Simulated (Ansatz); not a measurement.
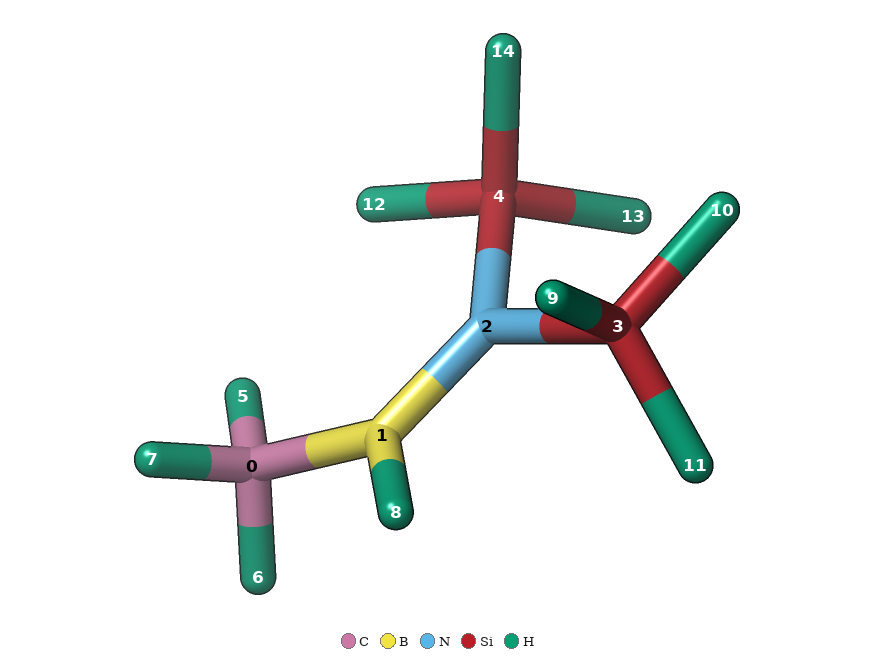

Starting geometry of the run. Atoms are numbered from 0, in the order of the input.

Input file:

```yaml
crystal:
  periodic: [false, false, false]
  atoms:
    - {symbol: C, position_ang: [0.513120, 1.629107, -1.488819]}
    - {symbol: B, position_ang: [-0.320237, 0.400460, -0.999823]}
    - {symbol: N, position_ang: [-0.151506, -0.315045, 0.214947]}
    - {symbol: Si, position_ang: [-1.262562, -1.658401, 0.414877]}
    - {symbol: Si, position_ang: [1.005739, -0.009061, 1.488232]}
    - {symbol: H, position_ang: [1.312529, 1.964603, -0.827709]}
    - {symbol: H, position_ang: [0.948968, 1.400146, -2.468303]}
    - {symbol: H, position_ang: [-0.161677, 2.474103, -1.669167]}
    - {symbol: H, position_ang: [-1.206832, 0.000145, -1.720253]}
    - {symbol: H, position_ang: [-2.666914, -1.182935, 0.470257]}
    - {symbol: H, position_ang: [-0.924292, -2.325282, 1.702213]}
    - {symbol: H, position_ang: [-1.114483, -2.636500, -0.690348]}
    - {symbol: H, position_ang: [1.791350, 1.213643, 1.204382]}
    - {symbol: H, position_ang: [1.929150, -1.166067, 1.621705]}
    - {symbol: H, position_ang: [0.285847, 0.160384, 2.777208]}
basis:
  gaussian: {orbitals: def2-TZVPD}
hamiltonian: {xc: {name: r2SCAN}}
output: {forces: true}
```

It was started with:

```sh
ansatz run in.yaml --threads 2 --pin off --events-out ev --progress --plain --max-ram 32768MiB --backend cuda --devices 0, --max-vram 18GiB
```

What the program printed:

```
Functional definition: r2SCAN
  name "r2SCAN"
  cite "Furness, Kaplan, Ning, Perdew & Sun, J. Phys. Chem. Lett. 11, 8208 (2020) doi:10.1021/acs.jpclett.0c02405"
  cite "Furness, Kaplan, Ning, Perdew & Sun, J. Phys. Chem. Lett. 11, 9248 (2020) doi:10.1021/acs.jpclett.0c03077"
  parent r2scan
  parameter k0 = 0.174
  parameter k1 = 0.065
  parameter a1 = 4.9479
  exchange = r2scan_x(k0 = k0, k1 = k1, a1 = a1)
  correlation = r2scan_c
1578 factors; their error is unknown
mean field evaluation 1: about -19108.8080 eV, gradient 7.9e1 eV
mean field evaluation 2: about -19081.7057 eV, gradient 1.2e2 eV
mean field evaluation 4: about -19121.5255 eV, gradient 1.1e1 eV
mean field evaluation 8: about -19121.7942 eV, gradient 1.8e-1 eV
mean field evaluation 16: about -19121.7633 eV, gradient 2.8e-4 eV
mean field -19121.76329142 eV, -702.7118397630 hartree, gradient 1.4e-5 eV, S^2 0.000000; 0 other end points of the search recorded, 0 dependent functions left out
the calculation of the forces begins
reference -19121.76331043 eV, -702.7118404617 hartree; 28, 28 occupied and 259, 259 virtual orbitals, 1578 factors
Total energy: -19121.76331043 eV, -702.7118404617 hartree
Atom 0 at     0.513120     1.629107    -1.488819 Å, force     0.000659    -0.017043     0.021107 eV/Å
Atom 1 at    -0.320237     0.400460    -0.999823 Å, force    -0.026457     0.080657    -0.148321 eV/Å
Atom 2 at    -0.151506    -0.315045     0.214947 Å, force     0.015906    -0.043771     0.083861 eV/Å
Atom 3 at    -1.262562    -1.658401     0.414877 Å, force    -0.048492    -0.076407     0.027016 eV/Å
Atom 4 at     1.005739    -0.009061     1.488232 Å, force     0.055463     0.018856     0.062922 eV/Å
Atom 5 at     1.312529     1.964603    -0.827709 Å, force     0.003337     0.013802    -0.015988 eV/Å
Atom 6 at     0.948968     1.400146    -2.468303 Å, force    -0.001701     0.015219    -0.010977 eV/Å
Atom 7 at    -0.161677     2.474103    -1.669167 Å, force     0.005180     0.009590    -0.015097 eV/Å
Atom 8 at    -1.206832     0.000145    -1.720253 Å, force    -0.000810     0.005560    -0.008008 eV/Å
Atom 9 at    -2.666914    -1.182935     0.470257 Å, force     0.016857    -0.008837    -0.001673 eV/Å
Atom 10 at    -0.924292    -2.325282     1.702213 Å, force    -0.010035     0.003214    -0.018371 eV/Å
Atom 11 at    -1.114483    -2.636500    -0.690348 Å, force    -0.005592     0.011727     0.015966 eV/Å
Atom 12 at     1.791350     1.213643     1.204382 Å, force    -0.008730    -0.023262     0.017120 eV/Å
Atom 13 at     1.929150    -1.166067     1.621705 Å, force    -0.008856     0.013187     0.003106 eV/Å
Atom 14 at     0.285847     0.160384     2.777208 Å, force     0.013272    -0.002492    -0.012664 eV/Å
Dipole moment:     0.063295     0.050763     0.023339 e Å
```

The run converged.
